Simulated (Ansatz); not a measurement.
```xyz
11

N    -0.8960    2.2887    0.4994
Ga    0.5839    1.2396    0.6400
B     0.4065   -0.8257    0.6805
Si    0.1799   -1.9387   -0.9693
H    -0.8609    3.2938    0.4843
H    -1.8415    1.9482    0.4707
H     1.9302    2.0486    0.6789
H     0.3830   -1.4003    1.7328
H    -1.3070   -1.9918   -1.1398
H     0.7432   -1.3237   -2.2028
H     0.6786   -3.3389   -0.8746
```

Geometry: PBE0-D4/def2-TZVP.

Computed with RKS PBE0-D4/def2-TZVPP in Ansatz.

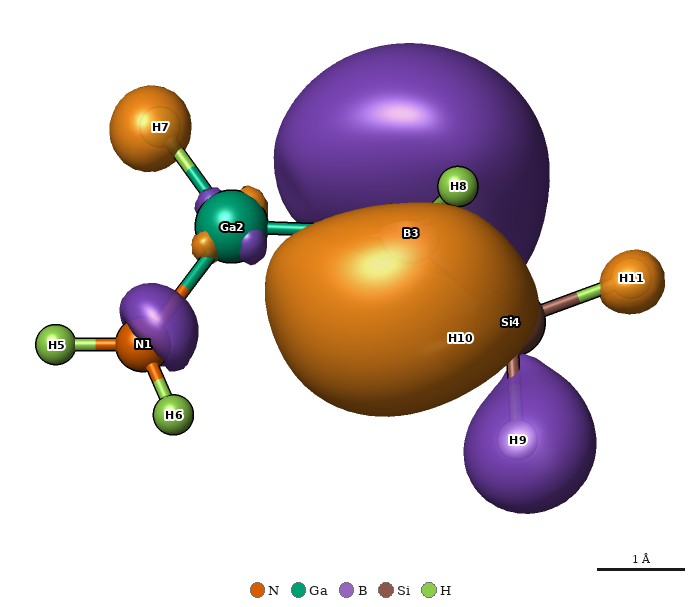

BGaH7NSi (SMILES [NH2][GaH][BH][SiH3]). One frontier orbital at ±0.08 Å⁻³ᐟ² (orange and purple are the two phases), seen at an oblique angle.

### Which orbital is it: HOMO or LUMO?

The LUMO, at −2.67 eV. By Hirshfeld shares it lies mainly on B3 (about 55 %), Si4 (about 15 %) and Ga2 (about 15 %).
